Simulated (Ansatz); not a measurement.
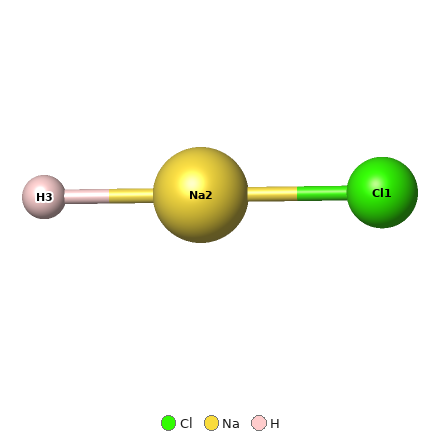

The system is Cl⁻ + NaH; the picture shows the reference structure. Coordinates scanned: (1) distance Cl1–Na2; (2) distance Na2–H3. Nothing is relaxed (the angle Cl1–Na2–H3 is fixed at 180 degrees). Grid: 9 × 9 points. Energies are in kcal/mol, from Cl with charge -1 far from the relaxed NaH (each part in its own basis). The restricted reference is unstable at some or all points, so the energies there are unreliable. Computed with RHF-CCSD(T), frozen core/def2-TZVPD (Ansatz).

Its coordinates:

```xyz
3

Cl   -2.4740    0.0000    0.0000
Na    0.0000    0.0000    0.0000
H     2.1350    0.0000    0.0000
```

Range: distance Cl1–Na2 from 2.144 to 4.144 Å; distance Na2–H3 from 1.576 to 3.576 Å.

Question: What landscape does the calculation give?

Answer: The lowest grid point is at distance Cl1–Na2 = 2.474 Å, distance Na2–H3 = 2.135 Å, −41.8 kcal/mol from Cl with charge -1 far from the relaxed NaH (each part in its own basis). No other kind of well shows on this grid. The highest grid point, distance Cl1–Na2 = 4.144 Å, distance Na2–H3 = 3.576 Å, lies 49.5 kcal/mol above the lowest. Round the minimum the two coordinates are weakly coupled (coupling 0.08 in units of the two stiffnesses).

```csv
"distance Na2–H3 ↓, distance Cl1–Na2 →",2.144,2.278,2.474,2.703,2.956,3.230,3.520,3.825,4.144
3.576,−11.9,−18.0,−20.2,−18.1,−13.4,−7.8,−2.1,3.1,7.7
3.257,−16.4,−22.6,−25.0,−23.1,−18.7,−13.3,−7.8,−2.7,1.7
2.952,−21.1,−27.4,−30.1,−28.4,−24.3,−19.1,−13.8,−8.9,−4.6
2.662,−25.6,−32.1,−35.0,−33.6,−29.7,−24.8,−19.7,−15.0,−10.9
2.388,−29.4,−36.1,−39.3,−38.2,−34.6,−29.9,−25.1,−20.6,−16.7
2.135,−31.5,−38.4,−41.8,−41.0,−37.7,−33.3,−28.7,−24.5,−20.7
1.906,−30.6,−37.6,−41.3,−40.8,−37.8,−33.6,−29.3,−25.3,−21.8
1.710,−25.5,−32.8,−36.8,−36.5,−33.7,−29.8,−25.7,−21.8,−18.5
1.576,−17.9,−25.3,−29.5,−29.4,−26.8,−23.0,−19.0,−15.3,−12.1
```

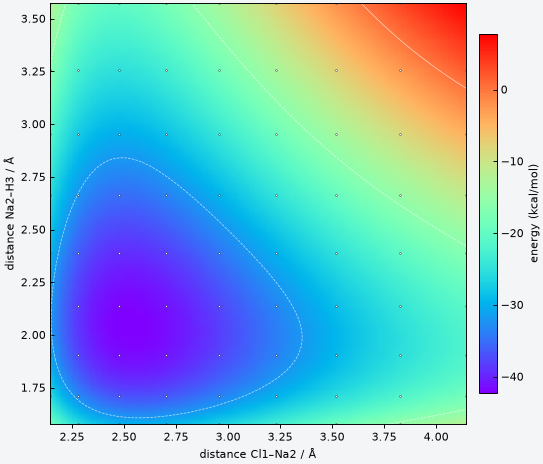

The picture shows a smooth colour map with a few white contour lines, dots at the grid points. Between grid points the surface is interpolated.

Each point was launched as `ansatz run input.yaml --threads 1 --pin off --max-ram 2560MiB --backend cpu --events-out ev --progress --plain --runs-dir out`. The whole map (81 points run) took 25 min on 1 thread of Arm Neoverse V2, on a shared host.
